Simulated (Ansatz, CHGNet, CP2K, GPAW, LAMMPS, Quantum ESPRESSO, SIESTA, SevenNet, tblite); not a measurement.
# SIESTA on free surface of ionic liquid triethylsulfonium formate with water at 340 K (81 atoms): settings against a plane-wave reference

How do the settings of SIESTA change the result for free surface of ionic liquid triethylsulfonium formate with water at 340 K (81 atoms)? A plane-wave run serves as the yardstick.

Main program and level: SIESTA 5.4.2; the method is named at each step.

### Step 1. Starting point

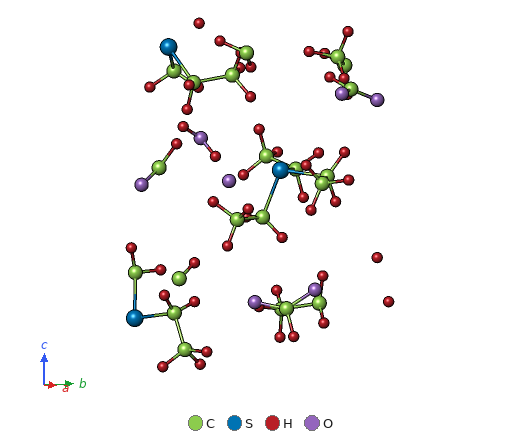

Start, viewed from the side, with the c axis up; carbon green, sulfur blue, hydrogen red, oxygen purple. Bonds to atoms that aren't drawn are left out.

The cell holds 81 atoms: 21 C, 3 S, 50 H and 7 O. Cell: a = 8.574 Å, b = 8.574 Å, c = 21.346 Å, α = 90.0°, β = 90.0°, γ = 90.0°. 3 triethylsulfonium, 3 formate, 1 H2O placed at random, at 1.02 g/cm³, as a film with 10 Å of vacuum; overlaps pushed apart, then 10 ps at 390 K with MMFF94 bonds, angles, torsions, charges and radii (Halgren, J. Comput. Chem. 17, 490 (1996)) in harmonic and 12-6 forms; SPC/E water (Berendsen, Grigera and Straatsma, J. Phys. Chem. 91, 6269 (1987)); charges of ions scaled by 0.8. Snapshot after 30 ps at 340 K and fixed volume. Vacuum lies along c.

The yardstick, on the same geometry:

- method: Kohn-Sham DFT, PBE, SSSP efficiency 1.3.0 pseudopotentials, plane waves (Quantum ESPRESSO 7.5); sssp-pbe-1.3.0-efficiency, cutoffs 60/480 Ry, Γ point
- r.m.s. force component: 0.8313 eV/Å
- longest force: 3.272 eV/Å
- gap (highest filled to lowest empty level): 1.987 eV
- time: 2.8 min on 4 MPI ranks of Arm Neoverse V2, shared host
- CPU time: 11 min

### Step 2. PBE, DZP, shift 0.01 Ry, mesh 500 Ry

Method: Kohn-Sham DFT, PBE, PseudoDojo 0.4.1 norm-conserving pseudopotentials (converted to PSML), numerical atomic orbitals (DZP), diagonalisation.

The .psml files are PseudoDojo norm-conserving potentials that we converted to this format, checked against plane waves on the same files for H, C, O, Si, Ge and Ca alone.

File input.fdf:

```
SystemLabel cell
NumberOfAtoms 81
NumberOfSpecies 4
%block ChemicalSpeciesLabel
  1 6 C
  2 16 S
  3 1 H
  4 8 O
%endblock ChemicalSpeciesLabel
LatticeConstant 1.0 Ang
%block LatticeVectors
  8.57364 0.00000 0.00000
  0.00000 8.57364 0.00000
  0.00000 0.00000 21.34624
%endblock LatticeVectors
PAO.BasisSize DZP
PAO.EnergyShift 0.01 Ry
XC.Functional GGA
XC.Authors PBE
MeshCutoff 500 Ry
%block kgrid_Monkhorst_Pack
  1 0 0 0.0
  0 1 0 0.0
  0 0 1 0.0
%endblock kgrid_Monkhorst_Pack
SolutionMethod diagon
OccupationFunction FD
ElectronicTemperature 580 K
SCF.Mixer.Method Pulay
SCF.Mixer.Weight 0.15
SCF.Mixer.History 8
SCF.Mix Hamiltonian
MaxSCFIterations 300
SCF.DM.Tolerance 1e-04
SCF.H.Tolerance 1.0e-3 eV
WriteForces T
Write.HirshfeldPop T
Write.VoronoiPop T
Write.DM F
Write.H F
XML.Write F
AtomicCoordinatesFormat Fractional
%block AtomicCoordinatesAndAtomicSpecies
  0.96828 0.29144 0.38304 1
  0.09258 0.24219 0.33731 1
  0.26555 0.16217 0.38231 2
  0.24412 0.97024 0.34578 1
  0.39400 0.89010 0.36342 1
  0.40091 0.23210 0.32227 1
  0.42710 0.40020 0.33471 1
  0.86800 0.34331 0.35650 3
  0.91879 0.18661 0.40348 3
  0.02623 0.37808 0.41846 3
  0.14288 0.33667 0.30930 3
  0.03458 0.15120 0.30872 3
  0.13388 0.91393 0.36482 3
  0.25239 0.97988 0.29524 3
  0.37236 0.76703 0.37296 3
  0.48450 0.89007 0.32756 3
  0.44925 0.91922 0.40811 3
  0.35311 0.21886 0.27480 3
  0.51550 0.17575 0.32029 3
  0.31642 0.46959 0.34532 3
  0.49714 0.41704 0.37502 3
  0.50027 0.45967 0.29804 3
  0.76575 0.70078 0.15033 1
  0.60339 0.77530 0.15965 1
  0.47155 0.60568 0.16900 2
  0.44185 0.53330 0.08712 1
  0.53601 0.38807 0.08515 1
  0.29352 0.73164 0.16713 1
  0.15378 0.64250 0.18804 1
  0.80912 0.61340 0.18317 3
  0.85753 0.79148 0.15727 3
  0.77445 0.64688 0.10425 3
  0.56530 0.82558 0.11458 3
  0.59272 0.85761 0.20081 3
  0.47519 0.61128 0.05182 3
  0.31955 0.49834 0.08581 3
  0.54368 0.34153 0.03976 3
  0.49146 0.29312 0.11606 3
  0.64880 0.40165 0.10560 3
  0.28669 0.83746 0.19473 3
  0.29220 0.76631 0.11783 3
  0.17579 0.60271 0.23516 3
  0.13841 0.54306 0.15569 3
  0.05682 0.72395 0.19305 3
  0.12788 0.72088 0.92109 1
  0.24676 0.85345 0.93235 1
  0.15929 0.04261 0.90917 2
  0.32650 0.16883 0.92031 1
  0.39976 0.19359 0.85771 1
  0.06560 0.07533 0.98687 1
  0.89657 0.00858 0.99044 1
  0.17691 0.60174 0.92657 3
  0.07475 0.72990 0.87101 3
  0.02754 0.72982 0.95171 3
  0.29791 0.85272 0.98072 3
  0.34728 0.84194 0.89958 3
[... 21 atom lines left out ...]
  0.64255 0.61026 0.88214 3
  0.69148 0.17238 0.23080 4
  0.73537 0.07819 0.25208 3
  0.76924 0.21376 0.20010 3
%endblock AtomicCoordinatesAndAtomicSpecies
```

The run is started by

```
$ OMP_NUM_THREADS=1 mpirun -np 2 siesta < input.fdf > output.txt
```

Log:

```text
Version         : 5.4.2
reinit: System Name:
reinit: System Label: cell
initatom: Reading input for the pseudopotentials and atomic orbitals ----------
Species number:   1 Atomic number:    6 Label: C
Species number:   2 Atomic number:   16 Label: S
Species number:   3 Atomic number:    1 Label: H
Species number:   4 Atomic number:    8 Label: O
Ground state valence configuration (from tables):   2s02  2p02  3d00  4f00
Ground state valence configuration (from tables):   3s02  3p04  3d00  4f00
Ground state valence configuration (from tables):   1s01  2p00  3d00  4f00
Ground state valence configuration (from tables):   2s02  2p04  3d00  4f00
---- Processing specs for species: C
GGA--PBE XC_GGA_X_PBE--XC_GGA_C_PBE pb
---- Processing specs for species: S
GGA--PBE XC_GGA_X_PBE--XC_GGA_C_PBE pb
---- Processing specs for species: H
GGA--PBE XC_GGA_X_PBE--XC_GGA_C_PBE pb
---- Processing specs for species: O
GGA--PBE XC_GGA_X_PBE--XC_GGA_C_PBE pb
C pseudopotential only contains V_ls up to l=1 -- lmxkb reset.
S pseudopotential only contains V_ls up to l=2 -- lmxkb reset.
H pseudopotential only contains V_ls up to l=1 -- lmxkb reset.
O pseudopotential only contains V_ls up to l=2 -- lmxkb reset.
Using PAO.SplitTailNorm
%block ChemicalSpeciesLabel
    1    6 C                       # Species index, atomic number, species label
    2   16 S                       # Species index, atomic number, species label
    3    1 H                       # Species index, atomic number, species label
    4    8 O                       # Species index, atomic number, species label
%endblock ChemicalSpeciesLabel
%block PAO.Basis                 # Define Basis set
C                     2                    # Species label, number of l-shells
 n=2   0   2                         # n, l, Nzeta
   4.484      3.048
   1.000      1.000
 n=2   1   2 P   1                   # n, l, Nzeta, Polarization, NzetaPol
   5.436      3.692
[...]
S                     2                    # Species label, number of l-shells
 n=3   0   2                         # n, l, Nzeta
[...]
n=3   1   2 P   1                   # n, l, Nzeta, Polarization, NzetaPol
[...]
H                     1                    # Species label, number of l-shells
 n=1   0   2 P   1                   # n, l, Nzeta, Polarization, NzetaPol
[...]
O                     2                    # Species label, number of l-shells
 n=2   0   2                         # n, l, Nzeta
[...]
n=2   1   2 P   1                   # n, l, Nzeta, Polarization, NzetaPol
   4.300      2.782
   1.000      1.000
%endblock PAO.Basis
coor:   Atomic-coordinates input format  =     Fractional
siesta: System type = bulk
initatomlists: Number of atoms, orbitals, and projectors:     81   653   563
siesta: ******************** Simulation parameters ****************************
Total number of electrons:   194.000000
Total ionic charge:   194.000000
 Kpoints in:            1 . Kpoints trimmed:            1
siesta: k-grid: Number of k-points = 1
siesta: k-points from Monkhorst-Pack grid
siesta: k-cutoff (effective) =     4.287 Ang
siesta: k-point supercell and displacements
siesta: k-grid:     1     0     0      0.000
siesta: k-grid:     0     1     0      0.000
siesta: k-grid:     0     0     1      0.000
                     ====================================
                        Single-point calculation
                     ====================================
outcell: Unit cell vectors (Ang):
        8.573640    0.000000    0.000000
        0.000000    8.573640    0.000000
        0.000000    0.000000   21.346240
outcell: Cell vector modules (Ang)   :    8.573640    8.573640   21.346240
outcell: Cell angles (23,13,12) (deg):     90.0000     90.0000     90.0000
outcell: Cell volume (Ang**3)        :   1569.1045
Gamma-point calculation with multiply-connected orbital pairs
Gamma-point calculation with multiply-connected orbital pairs
Folding of H and S implicitly performed
Folding of H and S implicitly performed
new_DM -- step:     1
Initializing Density Matrix...
Attempting to read DM from file... Failed...
DM filled with atomic data:
InitMesh: MESH = 120 x 120 x 288 = 4147200
InitMesh: Mesh cutoff (required, used) =   500.000   503.088 Ry
stepf: Fermi-Dirac step function
        iscf     Eharris(eV)        E_KS(eV)     FreeEng(eV)     dDmax    Ef(eV) dHmax(eV)
   scf:    1    -8259.560856    -8246.917429    -8246.917429  1.948428 -5.958134 13.018449
   scf:    2    -8279.289191    -8264.578137    -8264.578137  0.088105 -5.037285  8.370164
   scf:    3    -8276.862205    -8274.445664    -8274.445664  0.157194 -3.728131  2.192697
[...]
scf:   12    -8275.042787    -8275.042786    -8275.042787  0.000104 -3.277299  0.000455
   scf:   13    -8275.042787    -8275.042787    -8275.042787  0.000039 -3.277251  0.000296
SCF Convergence by DM+H criterion
max |DM_out - DM_in|         :     0.0000386834
max |H_out - H_in|      (eV) :     0.0002962442
SCF cycle converged after 13 iterations
Using DM_out to compute the final energy and forces
siesta: E_KS(eV) =            -8275.0428
siesta: E_KS - E_eggbox =     -8275.0428
siesta: Atomic forces (eV/Ang):
     1    0.675248    1.985776    0.490030
     2   -0.657739    0.018547    0.983575
     3   -1.122339   -0.319935   -2.908553
[...]
80    0.185179    0.445796   -0.381207
    81    0.042463   -0.399653    0.451186
----------------------------------------
   Tot    0.004502    0.001655   -0.011870
----------------------------------------
   Max    3.425699
   Res    0.913670    sqrt( Sum f_i^2 / 3N )
----------------------------------------
   Max    3.425699    constrained
Stress tensor Voigt[x,y,z,yz,xz,xy] (kbar):      -12.38      -16.42       -5.73        4.16        1.62       -0.57
(Free)E + p*V (eV/cell)    -8263.7734
Target enthalpy (eV/cell)    -8275.0428
siesta: Program's energy decomposition (eV):
siesta: Ebs     =     -2362.429929
siesta: Eions   =     13683.386745
siesta: Ena     =      3417.294896
siesta: Ekin    =      5515.987917
siesta: Enl     =      -606.368997
siesta: DEna    =      -185.890559
siesta: DUscf   =        24.972867
siesta: Ex      =     -2543.566800
siesta: Ec      =      -214.085365
siesta: Exc     =     -2757.652165
siesta: Eharris =     -8275.042787
siesta: Etot    =     -8275.042787
siesta: FreeEng =     -8275.042787
siesta: Final energy (eV):
siesta:  Band Struct. =   -2362.429929
siesta:       Kinetic =    5515.987917
siesta:       Hartree =   19294.307552
siesta:         Exch. =   -2543.566800
siesta:         Corr. =    -214.085365
siesta:   Exch.-corr. =   -2757.652165
siesta:  Ion-electron =  -43374.042155
siesta:       Ion-ion =   13046.356065
siesta:         Total =   -8275.042787
siesta:         Fermi =      -3.277251
siesta: Stress tensor (static) (eV/Ang**3):
siesta:    -0.007726   -0.000353    0.001013
siesta:    -0.000353   -0.010246    0.002593
siesta:     0.001013    0.002593   -0.003575
siesta: Cell volume =       1569.104528 Ang**3
siesta: Pressure (static):
siesta:                Solid            Molecule  Units
siesta:           0.00007822         -0.00003083  Ry/Bohr**3
siesta:           0.00718207         -0.00283110  eV/Ang**3
siesta:          11.50695182         -4.53592671  kBar
    Orbital volume contribution        =          23.241544 eV
    (Free)E + p_basis*V_orbitals       =       -8251.801243 eV
    (Free)Eharris+ p_basis*V_orbitals  =       -8251.801243 eV
Hirshfeld Atomic Populations:
Atom #   charge [q] valence [e]  Species
     1    -0.071892    4.071892  C
     2    -0.003061    4.003061  C
     3     0.371184    5.628816  S
     4    -0.001880    4.001880  C
[...]
8     0.052334    0.947666  H
     9     0.029058    0.970942  H
    10     0.021275    0.978725  H
[...]
25     0.381327    5.618673  S
[...]
47     0.369935    5.630065  S
[...]
67    -0.238909    6.238909  O
[...]
69    -0.323142    6.323142  O
[...]
71    -0.321044    6.321044  O
[...]
--------------------
 Total     0.000000
Voronoi Atomic Populations:
Atom #   charge [q] valence [e]  Species
[...]
3     0.311227    5.688773  S
[...]
25     0.314427    5.685573  S
[...]
47     0.307198    5.692802  S
[...]
72     0.146172    3.853828  C
[...]
76     0.143281    3.856719  C
    77    -0.365571    6.365571  O
[...]
79    -0.289387    6.289387  O
    80     0.008512    0.991488  H
    81     0.014165    0.985835  H
--------------------
 Total     0.000000
```

It took 72 s on 2 MPI ranks of Arm Neoverse V2, shared host; peak memory 1.5 GiB.

Banners, paths, timers and routine set-up lines are dropped from the logs unmarked, and long logs keep their key lines alone; longer cuts are marked.

Compared with the plane-wave run:

```
r.m.s. force component                           : 0.9137 eV/Å
r.m.s. difference of force components            : 350.6 meV/Å
longest difference of force vectors              : 1003 meV/Å
force difference over r.m.s. force               : 42.17 %
slope of forces against the reference's          : 1.015
correlation of force components                  : 0.9235
gap (highest filled to lowest empty level) : 1.667 eV
gap difference                                   : -0.3198 eV
```

This run lies far from the reference in forces at the same functional.

Length of the force difference by element (eV/Å):

| element | atoms | mean | most |
| --- | --- | --- | --- |
| C | 21 | 0.42 | 0.86 |
| H | 50 | 0.64 | 1.0 |
| O | 7 | 0.72 | 0.96 |
| S | 3 | 0.18 | 0.21 |

Levels nearest the highest filled one (eV from it): -3.50, -2.04, -1.19, -0.85, -0.75, -0.56, -0.46, -0.38, -0.14, -0.13, -0.11, 0.00, 1.67, 1.87, 2.00, 2.30, 2.41, 2.91, 3.87, 4.13, 4.42, 4.60, 4.77, 4.84.

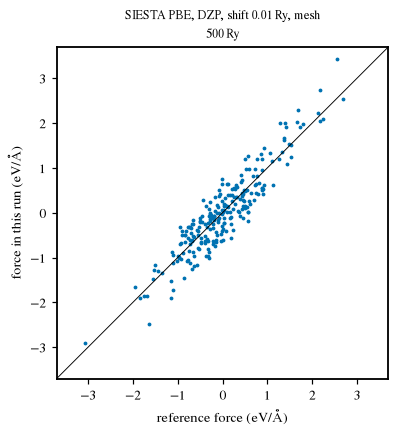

Force components against those of the reference; the line marks equality.

A closer look about S47, one of the 3 S atoms: 9 atoms, nearest first, numbered in the order of the input, with positions taken from that point.

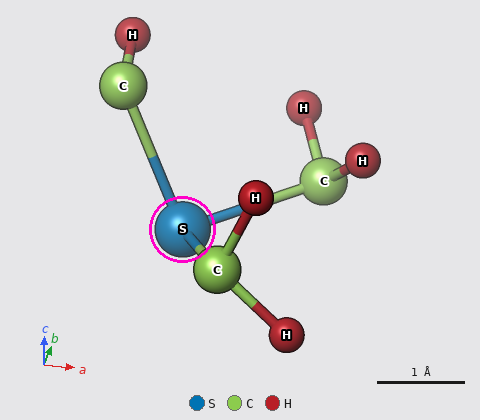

The atoms of the table, within 2.5 Å (arrows a, b, c point along x, y, z); some may hide others; the central atom is ringed.

| atom | x | y | z | distance (Å) | bonds | Hirshfeld charge (e) | Fx | Fy | Fz (eV/Å) |
| --- | --- | --- | --- | --- | --- | --- | --- | --- | --- |
| S47 | 0.00 | 0.00 | 0.00 | 0.00 | 3 | 0.37 | -0.34 | -0.90 | 2.53 |
| C48 | 1.43 | 1.08 | 0.24 | 1.81 | 4 | 0.00 | -0.88 | 0.37 | -1.07 |
| C46 | 0.75 | -1.62 | 0.49 | 1.85 | 4 | -0.01 | 0.13 | -0.95 | -1.08 |
| C50 | -0.80 | 0.28 | 1.66 | 1.86 | 4 | -0.03 | -1.90 | -1.72 | -1.26 |
| H57 | 2.01 | 0.51 | 0.93 | 2.27 | 1 | 0.06 | 1.31 | -0.40 | 1.44 |
| H58 | 0.99 | 2.01 | 0.63 | 2.33 | 1 | 0.05 | 0.29 | 0.51 | 0.52 |
| H62 | -0.91 | 1.31 | 1.74 | 2.36 | 1 | 0.04 | 0.01 | 3.43 | -0.10 |
| H56 | 1.61 | -1.72 | -0.20 | 2.37 | 1 | 0.03 | 0.23 | -0.17 | 0.03 |
| H55 | 1.19 | -1.63 | 1.53 | 2.53 | 1 | 0.05 | -0.19 | 0.42 | -0.15 |

Forces lie 42 % from the reference's, at 0.22 times its CPU time (on 2 against 4 cores).

### Step 3. PBE, SZ, shift 0.01 Ry, mesh 500 Ry

Method: Kohn-Sham DFT, PBE, PseudoDojo 0.4.1 norm-conserving pseudopotentials (converted to PSML), numerical atomic orbitals (SZ), diagonalisation.

Changes to input.fdf since step 2:

```diff
@@ -15,3 +15,3 @@
 %endblock LatticeVectors
-PAO.BasisSize DZP
+PAO.BasisSize SZ
 PAO.EnergyShift 0.01 Ry
```

The run is started by

```
$ OMP_NUM_THREADS=1 siesta < input.fdf > output.txt
```

Log:

```text
Version         : 5.4.2
reinit: System Name:
reinit: System Label: cell
initatom: Reading input for the pseudopotentials and atomic orbitals ----------
Species number:   1 Atomic number:    6 Label: C
Species number:   2 Atomic number:   16 Label: S
Species number:   3 Atomic number:    1 Label: H
Species number:   4 Atomic number:    8 Label: O
Ground state valence configuration (from tables):   2s02  2p02  3d00  4f00
Ground state valence configuration (from tables):   3s02  3p04  3d00  4f00
[... lines left out ...]
SCF Convergence by DM+H criterion
[... lines left out ...]
SCF cycle converged after 22 iterations
[... lines left out ...]
   Max    7.825303
[... lines left out ...]
   Max    7.825303    constrained
Stress tensor Voigt[x,y,z,yz,xz,xy] (kbar):     -102.91     -121.97      -98.87        2.89        1.55        4.21
[... lines left out ...]
siesta: FreeEng =     -8190.142049
[... lines left out ...]
siesta:         Fermi =      -2.831143
[... lines left out ...]
siesta:         107.91718358         87.21812570  kBar
    Orbital volume contribution        =          10.893355 eV
    (Free)E + p_basis*V_orbitals       =       -8179.248694 eV
    (Free)Eharris+ p_basis*V_orbitals  =       -8179.248697 eV
Hirshfeld Atomic Populations:
Atom #   charge [q] valence [e]  Species
     1    -0.070478    4.070478  C
     2    -0.010437    4.010437  C
     3     0.355231    5.644769  S
     4    -0.004637    4.004637  C
[...]
8     0.056171    0.943829  H
     9     0.027963    0.972037  H
    10     0.027874    0.972126  H
[...]
25     0.369132    5.630868  S
[...]
47     0.352737    5.647263  S
[...]
67    -0.271865    6.271865  O
[...]
69    -0.324693    6.324693  O
[...]
71    -0.330145    6.330145  O
[...]
--------------------
 Total    -0.000002
Voronoi Atomic Populations:
Atom #   charge [q] valence [e]  Species
[...]
3     0.359970    5.640030  S
[...]
25     0.371627    5.628373  S
[...]
47     0.354566    5.645434  S
[...]
72     0.128779    3.871221  C
[...]
76     0.120171    3.879829  C
    77    -0.354089    6.354089  O
[...]
79    -0.403989    6.403989  O
    80     0.121684    0.878316  H
    81     0.118859    0.881141  H
--------------------
 Total    -0.000002
```

It took 87 s on 1 thread; peak memory 0.76 GiB.

Compared with the plane-wave run:

* r.m.s. force component: 2.297 eV/Å
* r.m.s. difference of force components: 2284 meV/Å
* longest difference of force vectors: 8774 meV/Å
* force difference over r.m.s. force: 274.8 %
* slope of forces against the reference's: 0.5434
* correlation of force components: 0.1966

This is a coarse setting, run to see what it loses.

Against the first run (42 %), the force difference from the reference is 275 %, at 0.60 times the CPU time (on 1 against 2 cores) (22 SCF steps against 13), with 174 basis functions against 653: the smaller basis costs accuracy.

### Step 4. PBE, SZP, shift 0.01 Ry, mesh 500 Ry

Method: Kohn-Sham DFT, PBE, PseudoDojo 0.4.1 norm-conserving pseudopotentials (converted to PSML), numerical atomic orbitals (SZP), diagonalisation.

Changes to input.fdf since step 3:

```diff
@@ -15,3 +15,3 @@
 %endblock LatticeVectors
-PAO.BasisSize SZ
+PAO.BasisSize SZP
 PAO.EnergyShift 0.01 Ry
```

Log:

```text
Version         : 5.4.2
reinit: System Name:
reinit: System Label: cell
initatom: Reading input for the pseudopotentials and atomic orbitals ----------
Species number:   1 Atomic number:    6 Label: C
Species number:   2 Atomic number:   16 Label: S
Species number:   3 Atomic number:    1 Label: H
Species number:   4 Atomic number:    8 Label: O
[... lines left out ...]
SCF Convergence by DM+H criterion
[... lines left out ...]
SCF cycle converged after 13 iterations
[... lines left out ...]
   Max    4.848445
[... lines left out ...]
   Max    4.848445    constrained
Stress tensor Voigt[x,y,z,yz,xz,xy] (kbar):      -36.56      -47.77      -39.27        4.86        0.01        1.07
[... lines left out ...]
siesta: FreeEng =     -8229.212652
[... lines left out ...]
siesta:         Fermi =      -3.593608
[... lines left out ...]
siesta:          41.19819609         21.32227241  kBar
[... lines left out ...]
     9     0.039951    0.960049  H
    10     0.032071    0.967929  H
[...]
25     0.363770    5.636230  S
[...]
47     0.347805    5.652195  S
[...]
67    -0.246384    6.246384  O
[...]
69    -0.305196    6.305196  O
[...]
71    -0.301208    6.301208  O
[...]
--------------------
 Total    -0.000003
Voronoi Atomic Populations:
Atom #   charge [q] valence [e]  Species
[...]
3     0.369324    5.630676  S
[...]
25     0.373209    5.626791  S
[...]
47     0.363892    5.636108  S
[...]
72     0.172699    3.827301  C
[...]
76     0.161702    3.838298  C
    77    -0.352190    6.352190  O
[...]
79    -0.294342    6.294342  O
    80     0.005853    0.994147  H
    81     0.013018    0.986982  H
--------------------
 Total    -0.000002
```

It took 1.9 min on 1 thread; peak memory 1.1 GiB.

Compared with the plane-wave run:

```
r.m.s. force component                           : 1.345 eV/Å
r.m.s. difference of force components            : 1157 meV/Å
longest difference of force vectors              : 3960 meV/Å
force difference over r.m.s. force               : 139.2 %
slope of forces against the reference's          : 0.8391
correlation of force components                  : 0.5187
gap (highest filled to lowest empty level) : 1.092 eV
gap difference                                   : -0.8952 eV
```

This is a coarse setting, run to see what it loses.

Against the first run (42 %), the force difference from the reference is 139 %, at 0.80 times the CPU time (on 1 against 2 cores), with 479 basis functions against 653: the smaller basis costs accuracy.

(Part 1 of 2 ends here.)

[Also dropped from logs without a mark: logging warnings of Python, and SIESTA's first energy breakdown and zero terms.]

[Logs are printed without paths, hosts, clocks, repeated set-up lines and the standing remarks that a program may print on its own settings, such as how far it seeks lower states.]

[Hosts, paths, dates, database ids (printed as entryN), source tags and the programs' standing remarks are cut or masked in the printed files.]

[The MMFF94 radii named for the starting cell were scaled by 0.96; in molecules described by MMFF94, hydrogen bound to N, O or S took a small fixed 12-6 site in their place.]
